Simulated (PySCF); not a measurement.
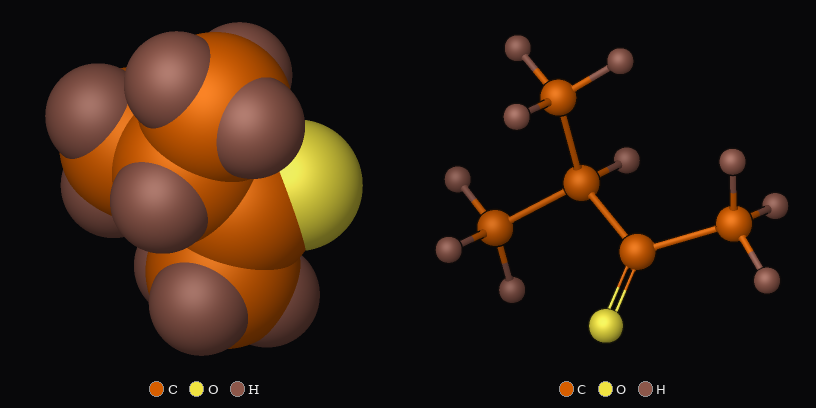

Both panels show the same species.

Which formula does it have?

C5H10O, 16 atoms: 5 carbon, 10 hydrogen and 1 oxygen.

What is the point group of this geometry?

C1.

The parts below concern this one geometry. Atoms keep their numbers from picture to picture. The computed structure is the end point of a PBE0-D3(BJ)/def2-SVP optimisation. No frequency run is at hand to confirm it as a minimum.

Shape

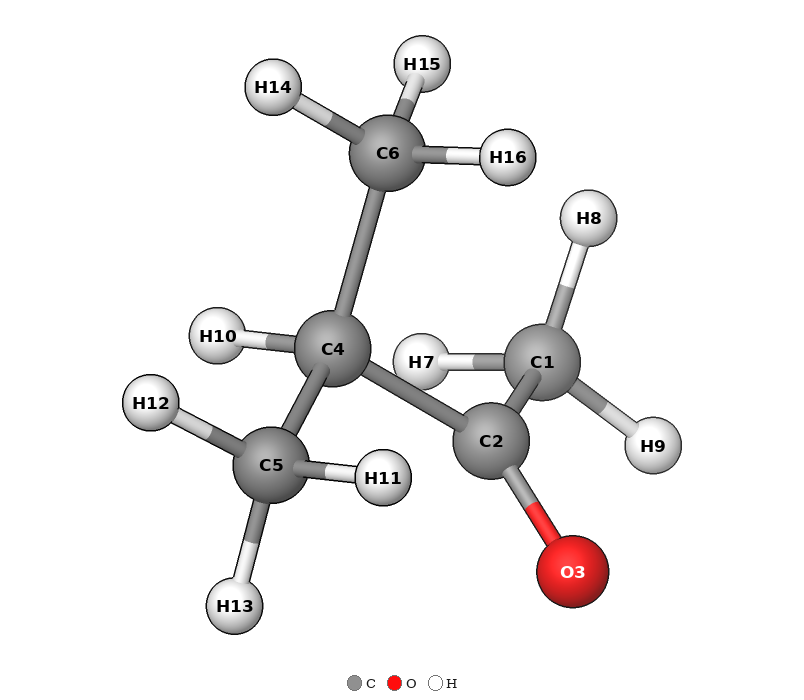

The atoms are numbered. No frequency run is at hand to confirm it as a minimum.

Give these bond angles: C1–C2–O3, C1–C2–C4, C2–C1–H7, C2–C1–H8, C2–C1–H9, C2–C4–C5, O3–C2–C4, C4–C5–H11, C4–C5–H12, C4–C6–H14, C4–C6–H16, C6–C4–H10.

```tsv
angle	degrees
C1–C2–O3	121.2
C1–C2–C4	117.3
C2–C1–H7	110.5
C2–C1–H8	110.8
C2–C1–H9	109.4
C2–C4–C5	111.1
O3–C2–C4	121.5
C4–C5–H11	110.6
C4–C5–H12	110.7
C4–C6–H14	110.2
C4–C6–H16	110.6
C6–C4–H10	107.5
```

NMR shielding

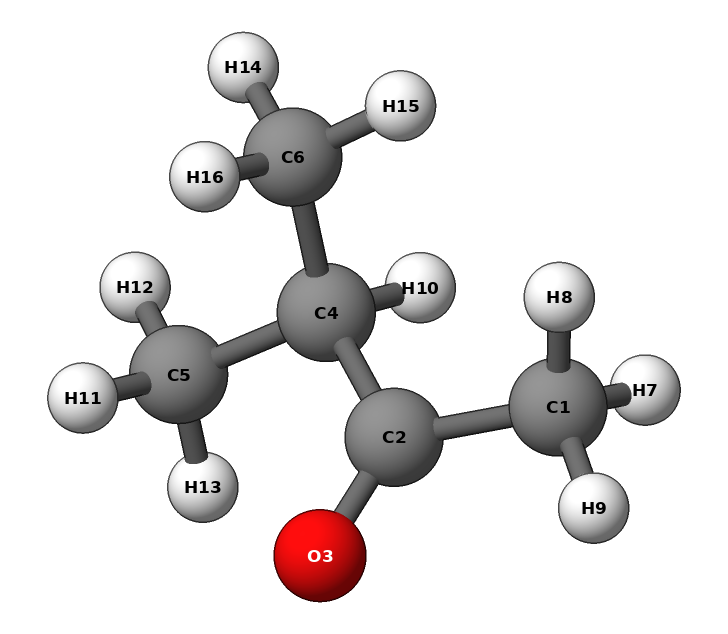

No frequency run is at hand to confirm it as a minimum. Properties computed with GIAO PBE0/pcSseg-1 NMR shielding, non-relativistic, gas phase (PySCF 2.14.0). Principal shieldings σ11 ≤ σ22 ≤ σ33, span Ω = σ33 − σ11, skew κ = 3(σiso − σ22)/Ω.

Give the shielding tensors of the O atoms.

| atom | σ11 | σ22 | σ33 | σiso | Ω | κ |
| --- | --- | --- | --- | --- | --- | --- |
| O3 | −958.4 | −428.8 | 346.8 | −346.8 | 1305.2 | 0.19 |

Shieldings and span in ppm.

Dipole moment

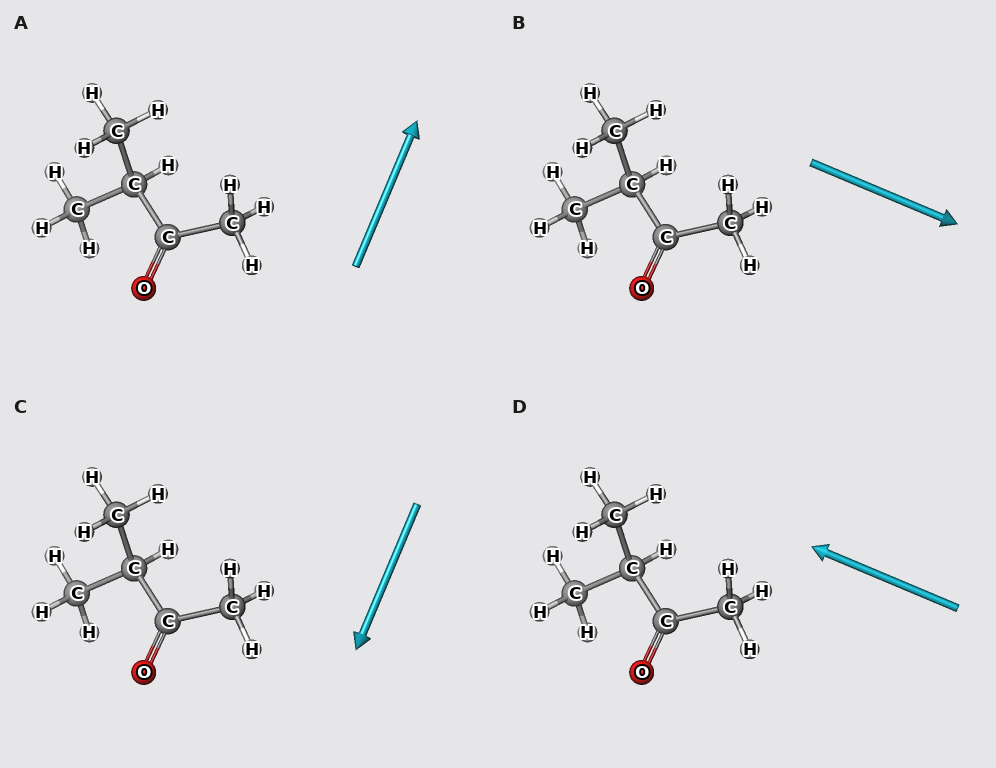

The same molecule four times, each with an arrow. No frequency run is at hand to confirm it as a minimum. Properties computed with B3LYP/pcJ-1, gas phase (PySCF 2.14.0).

Which arrow points along the dipole moment, from the negative to the positive end?

A. The dipole moment is 2.86 D.

Bond orders

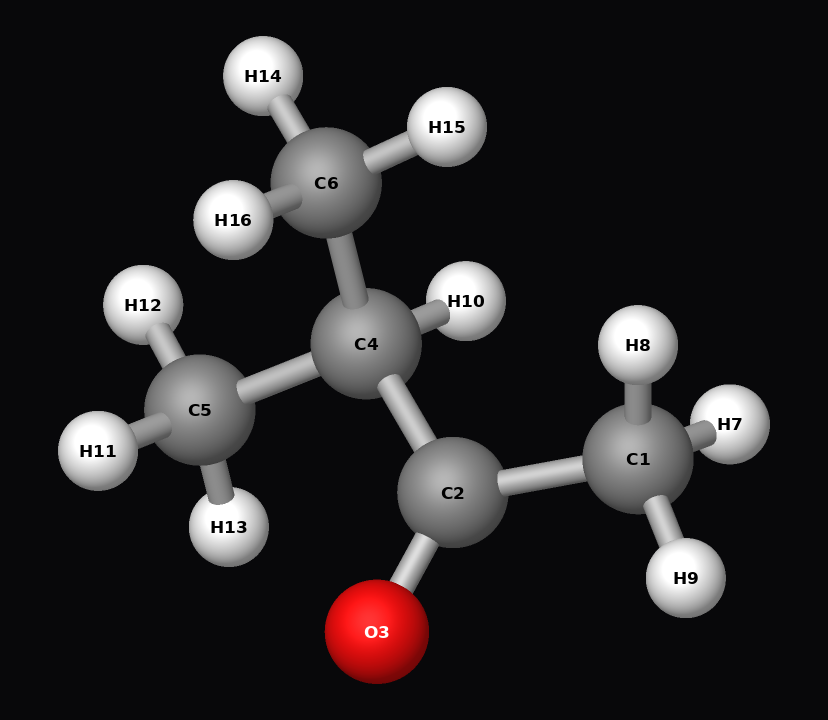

Every bond is drawn as one stick. No frequency run is at hand to confirm it as a minimum. Computed with PBE0/pcSseg-1 (PySCF 2.14.0).

Which bond between heavy atoms has the highest Mayer bond order?

C2–O3, 2.04, at a length of 1.208 Å.

List the Mayer bond orders of C1–C2, C2–O3, C2–C4, C4–C5, C4–C6 (bonds between heavy atoms, one of each equivalent set).

```csv
bond,Mayer order,length (Å)
C1–C2,1.01,1.510
C2–O3,2.04,1.208
C2–C4,0.90,1.526
C4–C5,1.05,1.519
C4–C6,1.01,1.532
```
